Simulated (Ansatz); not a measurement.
```yaml
atoms:
  - { symbol: Al, position_ang: [-0.1491, 0.3307, 0.1380] }
  - { symbol: S, position_ang: [0.8252, 0.1916, 2.1186] }
  - { symbol: N, position_ang: [0.0044, -0.9755, -1.0601] }
  - { symbol: H, position_ang: [0.4515, -1.8816, -0.9130] }
  - { symbol: O, position_ang: [-1.0848, 1.7075, -0.3037] }
  - { symbol: H, position_ang: [1.4930, -0.9480, 1.7769] }
  - { symbol: H, position_ang: [-0.4013, -0.9320, -1.9976] }
  - { symbol: H, position_ang: [-1.1389, 2.5073, 0.2409] }
```

The calculation used RKS revPBE-D4/def2-SVP in Ansatz 0.2.0.

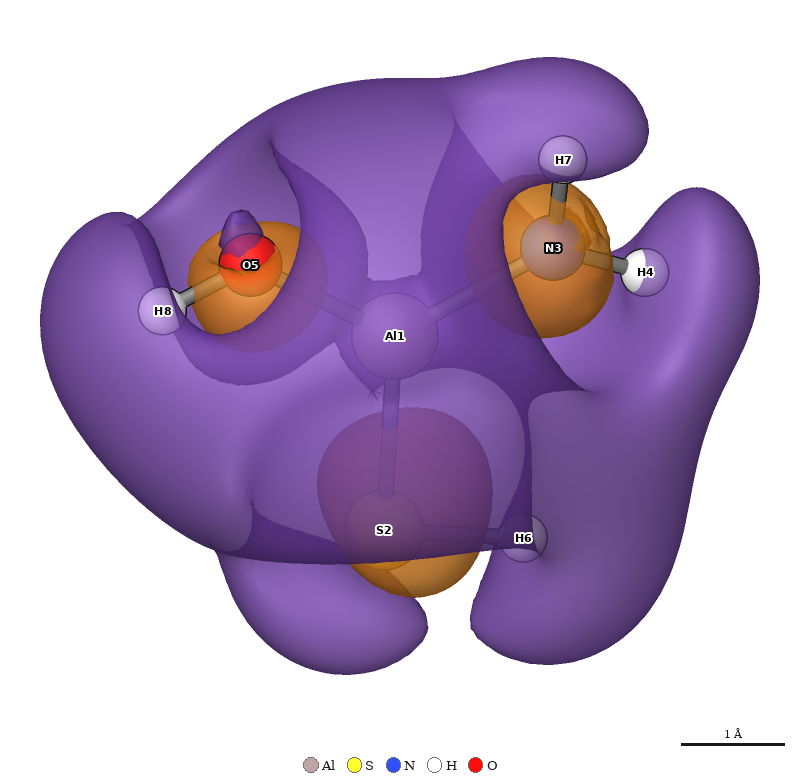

AlH4NOS. One frontier orbital at ±0.06 Å⁻³ᐟ² (orange and purple are the two phases), seen at a tilt.

Which orbital is it: HOMO or LUMO?

Answer. The LUMO, at −0.80 eV. By Hirshfeld shares it lies mainly on Al1 (about 45 %), S2 (about 15 %), O5 (about 10 %), N3 (about 10 %), H6 (about 5 %) and H8 (about 5 %).
